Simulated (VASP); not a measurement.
Band structure of SnO (litharge). Method: vdW-DF2, VASP's PBE PAW potentials (set 64) (plane waves; VASP).

Unless said otherwise, spin-orbit coupling is left out, though it shifts the bands of the heavy elements here.

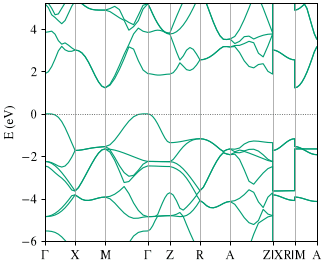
Fig. 1. Bands along high-symmetry lines, zero at the valence-band maximum or, without a gap, the Fermi level

Q: Read the plot: is there a gap, and where are the band edges?

A: The gap is indirect, 1.23 eV, from the valence maximum at Γ-X at 0.11 to the conduction minimum at M. (Edges off the drawn lines would not show.)

Measured: gap 0.70 eV (computed value off by +0.53 eV), as given by David Waroquiers et al., Physical Review B (2013), arXiv:1302.6756.

The compound is SnO in the litharge structure. It was relaxed first, which changed the volume by +22 %.
